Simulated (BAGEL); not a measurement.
# CH5AlO (SMILES [CH3][AlH][OH]): a chain of runs

Aim: the energy (HF/def2-SV(P)), then the energy (NEVPT2(2,2)/def2-SV(P)), then the energy (CASPT2(2,2)/def2-SV(P)) of CH5AlO. 

Program for the calculation: BAGEL 1.2.2.

1 further run of the same task is left out (set aside as unsound or not needed).

## (1) The structure to begin with

The species is CH5AlO (8 atoms), meant as a singlet with charge 0. SMILES: `[CH3][AlH][OH]`. One bond was lengthened or shortened from a relaxed shape.

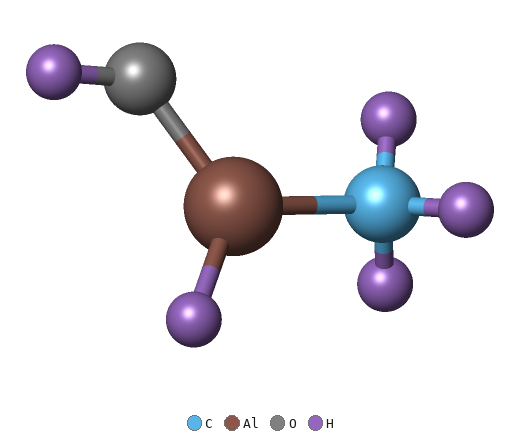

The structure, seen from a chosen angle (carbon blue, aluminium brown, oxygen grey, hydrogen purple).

## (2) A single-point energy at HF/def2-SV(P) (density fitting with svp-jkfit) (run 1)

Input file job.json:

```json
{ "bagel": [

{
  "title": "molecule",
  "basis": "def2-sv_p_.json",
  "df_basis": "svp-jkfit",
  "angstrom": "true",
  "geometry": [
    { "atom": "C", "xyz": [   -0.873365,    1.089077,   -0.068306 ] },
    { "atom": "Al", "xyz": [    0.484235,   -0.287323,   -0.237306 ] },
    { "atom": "O", "xyz": [    0.449135,   -1.569523,    0.879394 ] },
    { "atom": "H", "xyz": [   -0.420565,    2.061377,    0.151894 ] },
    { "atom": "H", "xyz": [   -1.586865,    0.862277,    0.726894 ] },
    { "atom": "H", "xyz": [   -1.431165,    1.211877,   -1.002206 ] },
    { "atom": "H", "xyz": [    1.621335,   -0.287623,   -1.347606 ] },
    { "atom": "H", "xyz": [    1.181200,   -2.389100,    0.859500 ] }
  ]
},
{ "title": "hf", "charge": 0 },
{ "title": "print", "file": "orbitals.molden", "orbitals": "true" }

]}
```

The basis set def2-SV(P) is read from a file made from the Basis Set Exchange's data (not shown).

Launch:

```console
$ BAGEL_NUM_THREADS=1 BAGEL job.json > job.out
```

Standard output:

```text
* using 1 threads per process

  ===============================================================
  ===============================================================

  *** Geometry ***

  { "atom" : "C", "xyz" : [     -1.650421,      2.058057,     -0.129080 ] },
  { "atom" : "Al", "xyz" : [      0.915072,     -0.542962,     -0.448443 ] },
  { "atom" : "O", "xyz" : [      0.848742,     -2.965969,      1.661814 ] },
[... 4 lines of this table left out ...]
  { "atom" : "H", "xyz" : [      2.232144,     -4.514745,      1.624220 ] },

  Number of auxiliary basis functions:      370

  Since a DF basis is specified, we compute 2- and 3-index integrals:
    o Being stored without compression. Storage requirement is 0.009 GB

  Number of basis functions:       56
  Number of electrons      :       32

    * METHOD: MOLECULE                             0.11

  *** RHF ***

  === Nuclear Repulsion ===
    98.2232024762

      * DIIS with orbital gradients will be used.

  === RHF iteration (def2-sv_p_.json) ===
      0       -357.15835351          0.03031903           0.03
      1       -357.30370077          0.02100802           0.02
      2       -357.40693480          0.00240523           0.02
[... 9 lines of this table left out ...]
     12       -357.40890651          0.00000001           0.02
    * SCF iteration converged.

    * Permanent dipole moment:
           (   -0.338584,     0.131275,     0.216967) a.u.

    * METHOD: HF                                   0.40

    * METHOD: PRINT                                0.01

  ===============================================================
```

Wall time 0.96 s (1 thread of AMD EPYC 7R43 (Zen 3), shared host); peak memory 0.14 GiB.

## (3) A single-point energy at NEVPT2(2,2)/def2-SV(P) (density fitting with svp-jkfit) (run 2)

Input file input.json:

```json
{ "bagel" : [

{
  "title" : "molecule",
  "basis" : "def2-sv_p_.json",
  "df_basis" : "svp-jkfit",
  "angstrom" : true,
  "geometry" : [
    { "atom" : "C", "xyz" : [   -0.873365,    1.089077,   -0.068306 ] },
    { "atom" : "Al", "xyz" : [    0.484235,   -0.287323,   -0.237306 ] },
    { "atom" : "O", "xyz" : [    0.449135,   -1.569523,    0.879394 ] },
    { "atom" : "H", "xyz" : [   -0.420565,    2.061377,    0.151894 ] },
    { "atom" : "H", "xyz" : [   -1.586865,    0.862277,    0.726894 ] },
    { "atom" : "H", "xyz" : [   -1.431165,    1.211877,   -1.002206 ] },
    { "atom" : "H", "xyz" : [    1.621335,   -0.287623,   -1.347606 ] },
    { "atom" : "H", "xyz" : [    1.181200,   -2.389100,    0.859500 ] }
  ]
},
{ "title" : "hf" },
{ "title" : "nevpt2", "nstate" : 1, "nact" : 2, "nclosed" : 15, "active" : [10, 20], "maxiter" : 200, "natocc" : true, "ncore" : 7 },
{ "title" : "print", "file" : "orbitals.molden", "orbitals" : true }

]}
```

The basis set def2-SV(P) is read from a file made from the Basis Set Exchange's data (not shown).

Launch:

```console
$ BAGEL_NUM_THREADS=1 BAGEL input.json > input.out
```

Standard output:

```text
* using 1 threads per process

  ===============================================================
  ===============================================================

  *** Geometry ***

  { "atom" : "C", "xyz" : [     -1.650421,      2.058057,     -0.129080 ] },
  { "atom" : "Al", "xyz" : [      0.915072,     -0.542962,     -0.448443 ] },
  { "atom" : "O", "xyz" : [      0.848742,     -2.965969,      1.661814 ] },
[... 4 lines of this table left out ...]
  { "atom" : "H", "xyz" : [      2.232144,     -4.514745,      1.624220 ] },

[... 23 lines left out ...]
    * SCF iteration converged.
[... 1 line left out ...]
    * Permanent dipole moment:
[... 28 lines left out ...]
    * Second-order optimization converged. *
[... 9 lines left out ...]
     * ci vector, state   0, <S^2> = 0.0000
       2.     0.9914735413
       .2    -0.1303081610

  === DF-NEVPT2 calculation ===

    * 3-index integral transformation done
    * assembly done

      NEVPT2 correlation energy:   -0.3476029382      0.04

          (+0)     -0.2703940844
          (+0)'    -0.0359415697
          (+1)     -0.0060023099
          (+1)'    -0.0000000000
          (+2)     -0.0005498913
          (-1)     -0.0306622260
          (-1)'     0.0000000000
          (-2)     -0.0040528569

      NEVPT2 total energy:       -357.7833401629

    * METHOD: NEVPT2                               1.30

    * METHOD: PRINT                                0.01

  ===============================================================
```

Wall time 2.2 s (1 thread of AMD EPYC 7R43 (Zen 3), shared host); peak memory 0.14 GiB.

## (4) The energy at CASPT2(2,2)/def2-SV(P) (density fitting with svp-jkfit) (run 3)

Input file input.json:

```json
{ "bagel" : [

{
  "title" : "molecule",
  "basis" : "def2-sv_p_.json",
  "df_basis" : "svp-jkfit",
  "angstrom" : true,
  "geometry" : [
    { "atom" : "C", "xyz" : [      -0.873365,       1.089077,      -0.068306 ] },
    { "atom" : "Al", "xyz" : [       0.484235,      -0.287323,      -0.237306 ] },
    { "atom" : "O", "xyz" : [       0.449135,      -1.569523,       0.879394 ] },
    { "atom" : "H", "xyz" : [      -0.420565,       2.061377,       0.151894 ] },
    { "atom" : "H", "xyz" : [      -1.586865,       0.862277,       0.726894 ] },
    { "atom" : "H", "xyz" : [      -1.431165,       1.211877,      -1.002206 ] },
    { "atom" : "H", "xyz" : [       1.621335,      -0.287623,      -1.347606 ] },
    { "atom" : "H", "xyz" : [       1.181200,      -2.389100,       0.859500 ] }
  ]
},

{ "title" : "hf" },

{ "title" : "casscf", "nstate" : 1, "nact" : 2, "nclosed" : 15, "active" : [10, 20], "maxiter" : 200, "natocc" : true },

{ "title" : "print", "file" : "orbitals.molden", "orbitals" : true },

{ "title" : "smith", "method" : "caspt2", "ms" : true, "xms" : true, "sssr" : true, "shift" : 0.2, "shift_imag" : true, "ncore" : 7 }

]}
```

The basis set def2-SV(P) is read from a file made from the Basis Set Exchange's data (not shown).

Launch:

```console
$ BAGEL_NUM_THREADS=1 BAGEL input.json > input.out
```

Standard output:

```text
* using 1 threads per process

  ===============================================================
  ===============================================================

  *** Geometry ***

  { "atom" : "C", "xyz" : [     -1.650421,      2.058057,     -0.129080 ] },
  { "atom" : "Al", "xyz" : [      0.915072,     -0.542962,     -0.448443 ] },
  { "atom" : "O", "xyz" : [      0.848742,     -2.965969,      1.661814 ] },
[... 4 lines of this table left out ...]
  { "atom" : "H", "xyz" : [      2.232144,     -4.514745,      1.624220 ] },

[... 25 lines left out ...]
    * Permanent dipole moment:
[... 37 lines left out ...]
     * ci vector, state   0, <S^2> = 0.0000
[... 21 lines left out ...]
       #      aibj      arbs      arbi      airj      risj      airs      arst      rist         Etot      error   time
[... 10 lines left out ...]
      ------------------------------------------------------------------------------------------------------------------

    * CASPT2 energy : state  0     -357.7824345366
        w/o shift correction       -357.7806852849
        reference weight              0.8988855686

    * METHOD: SMITH                                0.19

  ===============================================================
```

It took 2.3 s on 1 thread of AMD EPYC 7R43 (Zen 3), shared host; peak memory 0.14 GiB.

## (5) Results

| quantity | value |
| --- | --- |
| run 1, HF/def2-SV(P): total energy | -357.40891 Eh |
| run 1, HF/def2-SV(P): dipole moment | 1.08 D |
| run 1, HF/def2-SV(P): HOMO energy | -11.12 eV |
| run 1, HF/def2-SV(P): LUMO energy | 2.49 eV |
| run 1, HF/def2-SV(P): HOMO–LUMO gap | 13.61 eV |
| run 2, NEVPT2(2,2)/def2-SV(P): total energy | -357.78334 Eh |
| run 3, CASPT2(2,2)/def2-SV(P): total energy | -357.78243 Eh |
